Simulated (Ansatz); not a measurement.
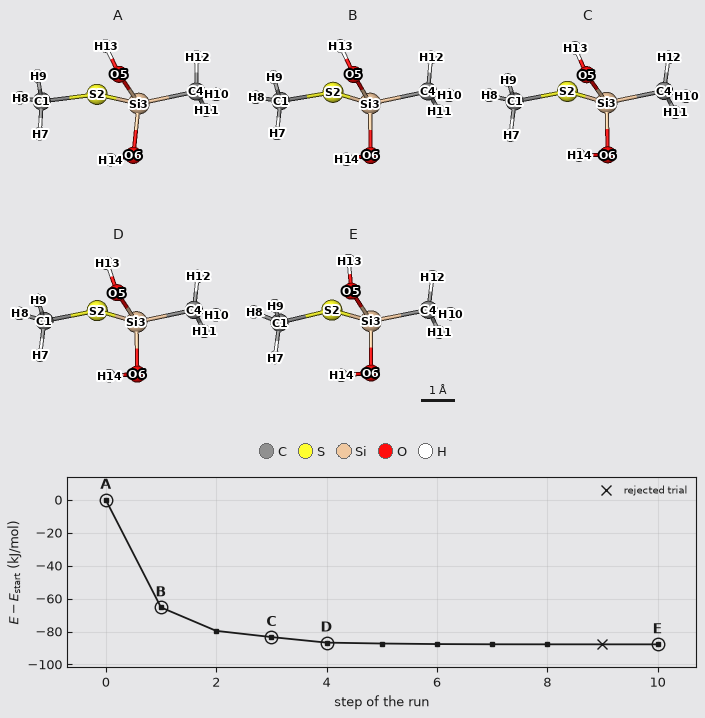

Frames of a relaxation of C₂H₈O₂SSi, marked on the history of the run. A ball-and-stick model, seen at a tilt.

The run prepares an end point of a later path (torsion) calculation, from a guessed geometry.

The calculation used Ansatz 0.2.0, RKS PBE/STO-3G. Set-up: no spin polarisation; force threshold 0.015 eV/Å; at most 40 steps.

Describe the path.

H9 moves most after the best rigid fit: 0.37 Å. Largest moves by element: H 0.37 Å, O 0.19 Å, S 0.13 Å, C 0.12 Å, Si 0.10 Å. Among the contacts that change: Si3–O5 1.623 → 1.735 Å, C1–H8 1.042 → 1.106 Å, C4–H10 1.050 → 1.103 Å, Si3–O6 1.681 → 1.723 Å. Among the angles between lasting bonds that change: Si3–O5–H13 116.6° → 103.2°, Si3–O6–H14 112.9° → 102.8°, S2–Si3–O6 106.7° → 116.3°. Over 9 accepted moves (10 points after the start) the energy falls by 87.8 kJ/mol. The largest force component goes from 4.2 to 0.011 eV/Å. The line search rejected the trial step at point 9 of the run. The run took 31 s on 1 thread of Intel(R) Xeon(R) Platinum 8488C (Sapphire Rapids) (shared host), peak memory 0.17 GiB. From step 0 to 1: S2 moves most (0.19 Å), energy −65.3 kJ/mol. From step 1 to 3: H14 moves most (0.17 Å), energy −18.0 kJ/mol. From step 3 to 4: H13 moves most (0.14 Å), energy −3.37 kJ/mol. From step 4 to 10: H13 moves most (0.22 Å), energy −1.06 kJ/mol.

Limits of the set-up: STO-3G is a minimal basis, so the numbers are rough.
